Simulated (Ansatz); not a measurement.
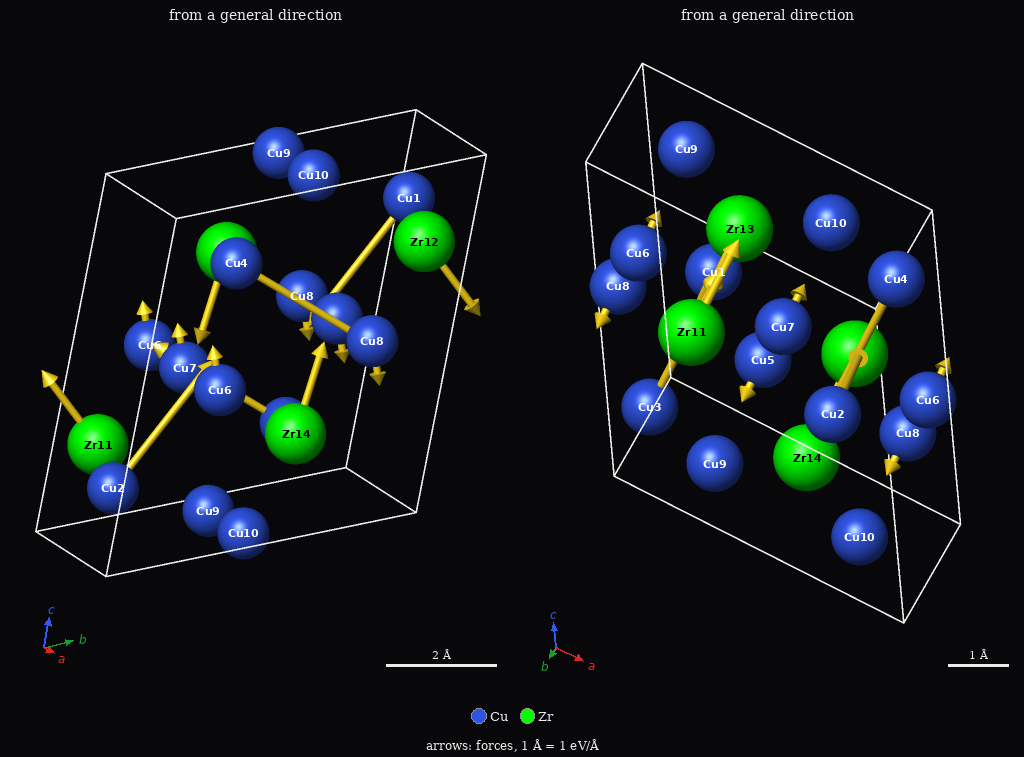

An orthographic spheres-only view of the structure, from two general directions. The wireframe shows the simulation cell. The arrows are the computed forces on the atoms.

System: Zr2Cu5. Theory: Ansatz 0.2.0, DFT, PAW plane waves, r2SCAN. Numerical settings: plane waves up to 500 eV, Brillouin-zone sampling on a 6×6×6 mesh, Fermi-Dirac smearing of 0.1 eV, no spin polarisation.

Question: Do the forces show a relaxed structure?

Answer: No. The atoms still feel forces of up to about 2.5 eV/Å, far above a usual threshold of 0.01 to 0.03 eV/Å.

Question: Name the atom under the greatest force.

Answer: Cu1, Cu2, Cu3 and Cu4, about 2.5 eV/Å.

Shown is a generated cell, made by putting these elements into a known structure type (the compound may or may not exist in this form), as it stood before any relaxation. Ansatz was used for an electronic-structure calculation on it.
